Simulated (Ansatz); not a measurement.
A series of calculations on Si3NH8O2F and related structures

Part 1: Relaxation

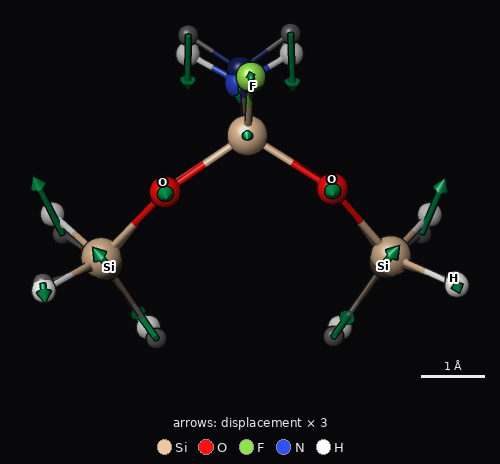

A relaxation of Si3NH8O2F. The starting structure is drawn faded, the final one solid; green arrows show the displacements, magnified 3 times. The two geometries are superimposed by the best rigid fit.

The picture is a ball-and-stick view, seen face on.

It is one of the separated products of a reaction.

Method: RKS PBE0-D4/def2-TZVP in Ansatz. Set-up: force threshold 0.005 eV/Å; at most 200 steps.

**Describe the change and its energy.**

Over 21 accepted moves (22 points after the start) the energy falls by 0.045 eV. The largest force component goes from 0.88 to 0.0028 eV/Å. The line search rejected the trial step at point 3 of the run. An H atom moves most after the best rigid fit: 0.42 Å. Largest moves by element: H 0.42 Å, N 0.22 Å, O 0.18 Å, Si 0.13 Å, F 0.05 Å. Some distances before and after: N–Si 1.723 → 1.693 Å, O–Si 1.604 → 1.614 Å, O–Si 1.644 → 1.637 Å, H–Si 1.481 → 1.485 Å. Bond angles that change, for instance: Si–N–H 116.2° → 120.3°, Si–O–Si 149.1° → 145.4°, F–Si–N 111.6° → 114.2°. Groups turn about O–Si by about 20°, O–Si by about 20°. The run took about 50 s of wall time on a shared GPU.

Part 2: Relaxation

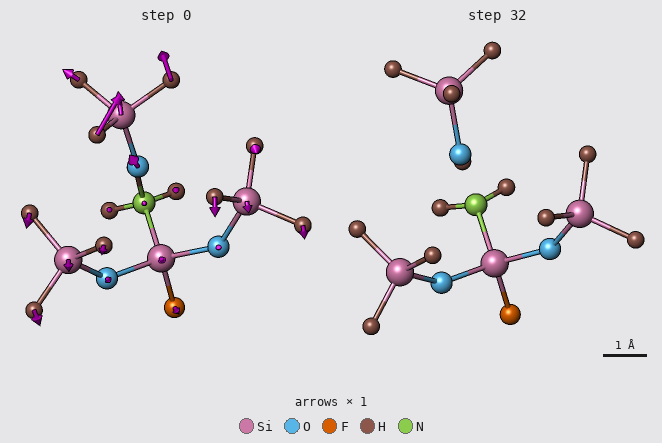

The structure of Si4NH12O3F (started from a transition state, displaced along its imaginary mode) before (left) and after (right) a relaxation, at one scale. The purple arrows give the displacements, at their true length.

The picture is a ball-and-stick view, seen from a free direction.

Level of theory: RKS PBE0-D4/def2-TZVP (Ansatz 0.2.0). Set-up: force threshold 0.005 eV/Å; at most 200 steps.

**Summarise the run.**

The energy falls by 14.8 kcal/mol in 31 accepted moves (32 points after the start). The largest force component goes from 1.2 to 0.0049 eV/Å. The line search rejected the trial step at point 26 of the run. The largest move after the best rigid fit is that of an H atom, 1.16 Å. By element the largest moves are H 1.16 Å, Si 0.59 Å, O 0.49 Å, F 0.22 Å, N 0.10 Å. Some distances before and after: O–Si 2.505 → 3.146 Å, H–N 1.370 → 1.872 Å, H–O 1.179 → 0.980 Å, N–Si 1.792 → 1.723 Å. Bond angles that change, for instance: F–Si–N 101.2° → 111.6°, Si–O–Si 141.1° → 149.1°, Si–O–H 127.5° → 120.2°. Groups turn about O–Si by about 35°.

Part 3: Reaction

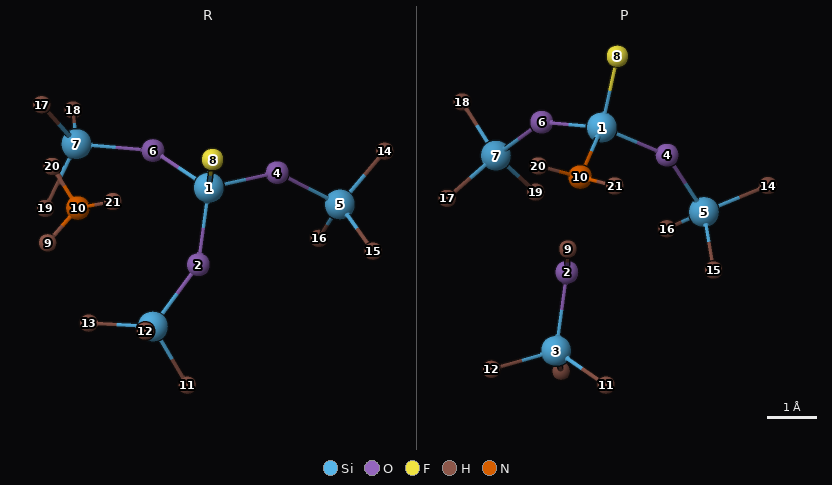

Reactant (R) and product (P) of one elementary step of Si4NH12O3F. Style: ball-and-stick. Shown at a tilt.

Stationary points at PBE0-D4/def2-TZVP, single-point energies with CCSD(T)/CBS, CAM-B3LYP-D4, CCSD(T) (def2-TZVPP where no basis is named; Ansatz 0.2.0). The energies are electronic, without zero-point or thermal terms, and both ends are the relaxed geometries reached downhill from the saddle, with any fragments still in contact. CCSD(T)/CBS stands for a frozen-core estimate: MP2 correlation extrapolated from def2-TZVPP and def2-QZVPP, CCSD(T) minus MP2 from the smaller set.

R:
```xyz
21

Si   -0.4005   -0.1151    0.9020
O    -0.5433    1.0157   -0.2323
Si    0.1251    1.8635   -1.4649
O    -1.7975   -0.2481    1.6874
Si   -3.3553    0.2543    1.7449
O     0.0024   -1.5536    0.3165
Si    0.8586   -2.4357   -0.7629
F     0.6829    0.3348    1.9713
H     3.1815    0.8148   -0.9656
N     2.6609    0.3062   -0.2614
H    -0.9501    2.7324   -2.0066
H     1.2296    2.7283   -0.9780
H     0.6122    0.9673   -2.5401
H    -4.0117   -0.4329    2.8824
H    -3.4153    1.7244    1.9466
H    -4.0531   -0.0944    0.4808
H     2.2259   -2.7028   -0.2456
H     0.1555   -3.7323   -0.9251
H     0.9422   -1.7516   -2.0756
H     3.1827   -0.5384   -0.0587
H     2.6674    0.8635    0.5849
```

P:
```xyz
21

Si    0.6703   -0.7956    1.7106
O     0.1008    0.7806   -0.9520
Si   -0.1018    1.8843   -2.1495
O    -0.8365   -0.2795    1.9031
Si   -2.2026    0.3600    1.2495
O     0.8628   -1.8948    0.5591
Si    0.5803   -2.3850   -0.9853
F     1.0940   -1.4826    3.0747
H     0.7752    0.9270   -0.2564
N     1.6713    0.5587    1.3449
H    -0.4107    3.2356   -1.6033
H     1.1144    2.0023   -3.0015
H    -1.2393    1.4123   -2.9745
H    -3.2735    0.2021    2.2647
H    -2.0064    1.8046    0.9744
H    -2.5829   -0.3579    0.0110
H     1.5314   -1.7217   -1.9092
H     0.8167   -3.8500   -1.0151
H    -0.8186   -2.1020   -1.3813
H     2.6443    0.3578    1.1574
H     1.6111    1.3442    1.9786
```

> What is the transition state like, and how high is the barrier?

Counted by bonded pieces, R holds NH₃ + Si₄H₉O₃F and P holds SiH₄O + Si₃H₈NO₂F. From R over the saddle to P, bonds form: Si1–N10 (3.30 → 1.84 → 1.72 Å), O2–H9 (3.80 → 1.51 → 0.98 Å). Bonds break: Si1–O2 (1.61 → 2.30 → 3.15 Å), H9–N10 (1.01 → 1.08 → 1.87 Å). The saddle has one imaginary mode, 271i cm⁻¹. With CCSD(T)/CBS the barrier is 140.7 kJ/mol from R and 85.8 kJ/mol from P, and P lies 54.9 kJ/mol above R.

```csv
level,barrier from R (kJ/mol),barrier from P (kJ/mol),P less R (kJ/mol)
CCSD(T)/CBS,140.7,85.8,54.9
CAM-B3LYP-D4,144.9,93.1,51.8
CCSD(T),141.2,87.3,53.9
```

Against CCSD(T)/CBS, CCSD(T) comes closest on the barrier from R (+0.5 kJ/mol) and CAM-B3LYP-D4 misses most (+4.2 kJ/mol).

Saddle geometry:

```xyz
21

Si    0.5407   -0.7080    1.4097
O     0.1643    0.6001   -0.4394
Si   -0.2319    1.3100   -1.8390
O    -0.9307   -0.2420    1.8324
Si   -2.1452    0.6404    1.1293
O     0.8517   -1.8801    0.3651
Si    0.5148   -2.1822   -1.2272
F     1.1013   -1.3255    2.7773
H     1.3296    1.0534    0.4103
N     1.7634    0.6671    1.3260
H    -1.2356    2.4005   -1.6468
H     0.9729    1.9333   -2.4726
H    -0.8075    0.3544   -2.8302
H    -3.2835    0.5060    2.0749
H    -1.7761    2.0725    1.0414
H    -2.5606    0.0981   -0.1843
H     1.4051   -1.3995   -2.1167
H     0.8086   -3.6258   -1.4124
H    -0.9110   -1.9293   -1.5298
H     2.7208    0.3479    1.2220
H     1.7089    1.3090    2.1101
```

The saddle point in the same view, with dashed sticks for the bonds that form or break:

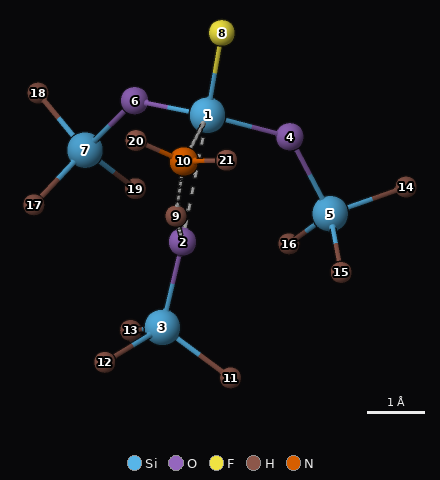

Limits of the set-up: the start holds two separate molecules, 2.4 Å apart at their closest, whose relative position is a soft coordinate.
